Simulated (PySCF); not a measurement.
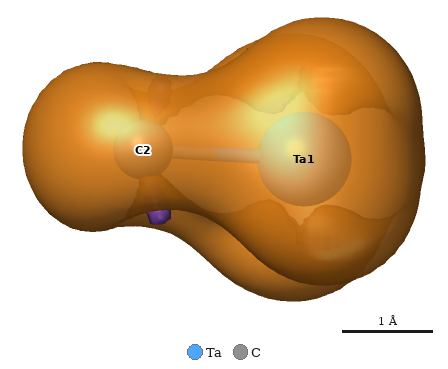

*TaC (charge +1, quintet). Isosurfaces of the spin density (α minus β) at +0.04 (orange) and −0.04 e/Å³ (purple), seen from one side.*

Core potentials replace the inner electrons of Ta.

Method: PySCF 2.14.0, PBE0/def2-TZVPPD, non-relativistic Hamiltonian with scalar-relativistic core potentials where named, at a bond length of 1.862 Å.

| atom | x (Å) | y (Å) | z (Å) |
| --- | --- | --- | --- |
| Ta | 0.0000 | 0.0000 | -0.1158 |
| C | 0.0000 | 0.0000 | 1.7462 |

> Describe the spin distribution.

The unpaired spin (4 electrons) lies mostly on Ta1 (about 2.7) and C2 (about 1.3), in electrons by Hirshfeld's partition.
